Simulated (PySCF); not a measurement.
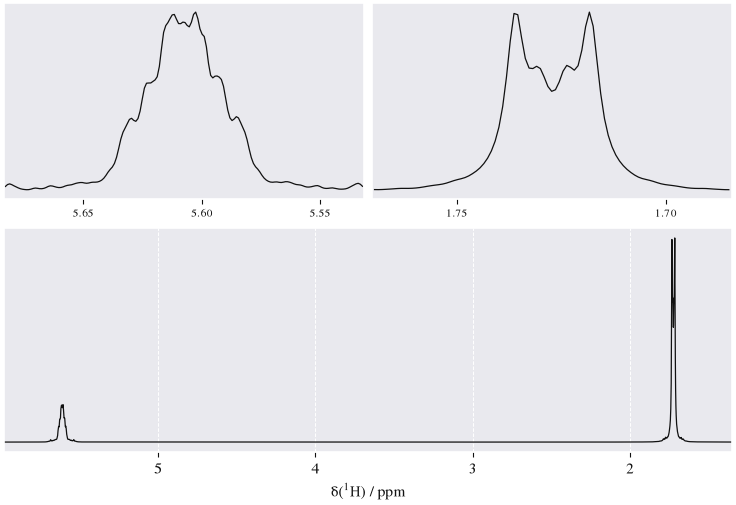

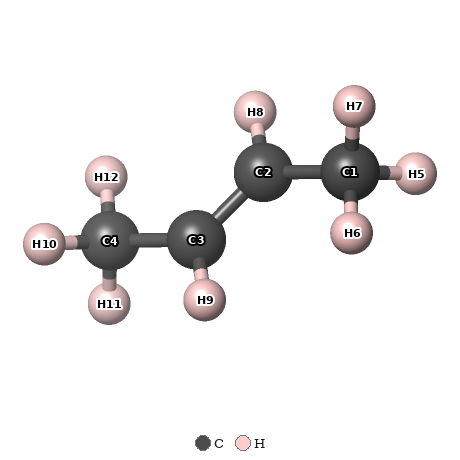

C₄H₈, SMILES C/C=C/C. Simulated ¹H spectrum at 300 MHz, line width 1.5 Hz, from GIAO shifts (PBE0/pcSseg-1, against TMS) and couplings (B3LYP/pcJ-1), PySCF 2.14.0, at a PBE0-D3(BJ)/def2-SVP geometry (no frequency check). Gas phase, values of one conformer, averaged over methyl-type rotors and exact or near symmetry; couplings among ¹H are treated exactly, other nuclei are left out. The spin-dipole term of J is left out for all pairs. The upper panels enlarge each group of lines, each scaled alone.

Q: Assign the signals.

A:
| δ (ppm) | nuclei | atoms |
| --- | --- | --- |
| 5.61 | 2 | H8, H9 |
| 1.73 | 6 | H5, H6, H7, H10, H11, H12 |

Q: Give the coupling constants used.

A:
```csv
pair,J (Hz)
H8–H9,15.5
"H8–H5, H8–H6, H8–H7, H9–H10, H9–H11, H9–H12",7.6
"H8–H10, H8–H11, H8–H12, H9–H5, H9–H6, H9–H7",−2.3
H5/H6/H7 – H10/H11/H12,2.2
```

Not listed: couplings under 0.5 Hz, those between magnetically equivalent nuclei.
